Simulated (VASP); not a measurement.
Band structure of MoSe (space group P6/mmm). Calculation: PBE GGA, VASP's PBE PAW potentials (set 64) (plane waves; VASP 6.6.1).

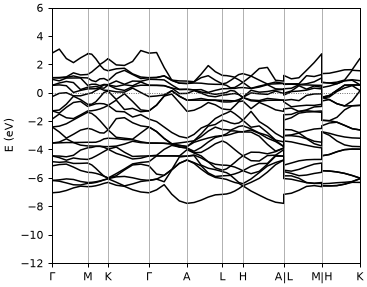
*Bands along high-symmetry lines, zero at the valence-band maximum or, without a gap, the Fermi level*

Q: Read the plot: is there a gap, and where are the band edges?

A: It has no gap at this level: it comes out as a metal or semimetal.

The structure was generated: MoSe was put into an ordered model structure, which need not be its known phase. The cell was not relaxed at this level. The k-mesh is coarse (spacing up to 0.48 per Å, 2π included), so the numbers may not be converged in it.
